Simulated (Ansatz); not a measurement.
| atom | x (Å) | y (Å) | z (Å) |
| --- | --- | --- | --- |
| N | -1.0975 | -0.3165 | -1.0979 |
| C | -0.1402 | -0.4779 | -0.0486 |
| O | 0.8391 | -1.4568 | -0.3844 |
| O | -0.7774 | -0.9459 | 1.1268 |
| Si | 0.8118 | 1.1720 | 0.3096 |
| Cl | -0.4620 | 2.5212 | 1.2860 |
| H | -0.6564 | 0.0428 | -1.9536 |
| H | -1.5028 | -1.2396 | -1.3191 |
| H | 1.2350 | -1.7607 | 0.4575 |
| H | -1.4444 | -0.2705 | 1.3649 |
| H | 1.9465 | 0.8621 | 1.2415 |
| H | 1.3256 | 1.8146 | -0.9486 |

These are results of Ansatz, RKS PBE/def2-SVP, not measurements.

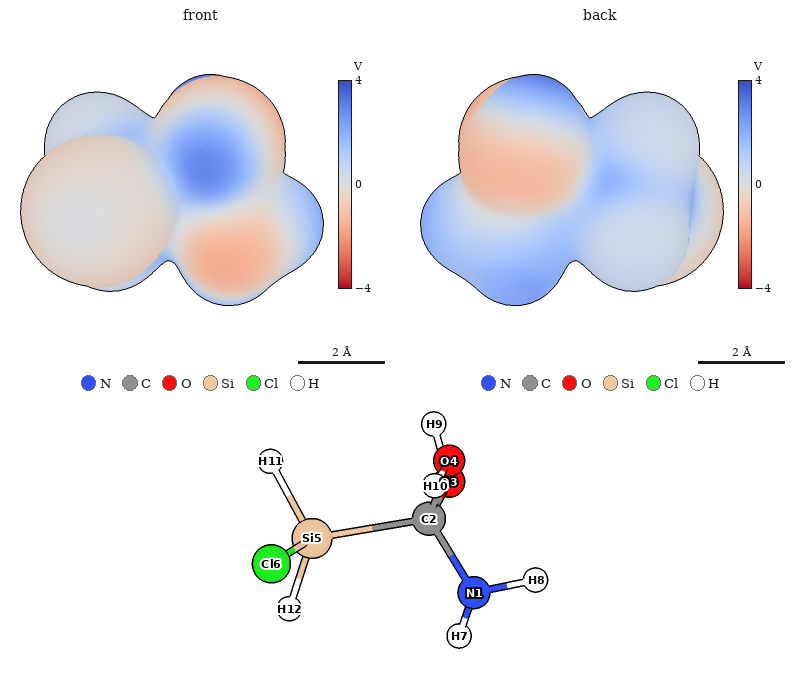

CH6ClNO2Si. The molecular electrostatic potential painted on the density surface at 0.004 e/bohr³, seen from the front and from behind; the colour scale runs from red (negative) to blue (positive). The bare structure is drawn below in the same view.

Q: Which sites attract a positive test charge, and which a negative one?

A: A positive charge is drawn to the negative regions and a negative charge to the positive ones. The most negative region (about −1.5 V) lies over N1, the most positive (about +3.0 V) over H9 and H10. N1 is the likeliest acceptor of a hydrogen bond.
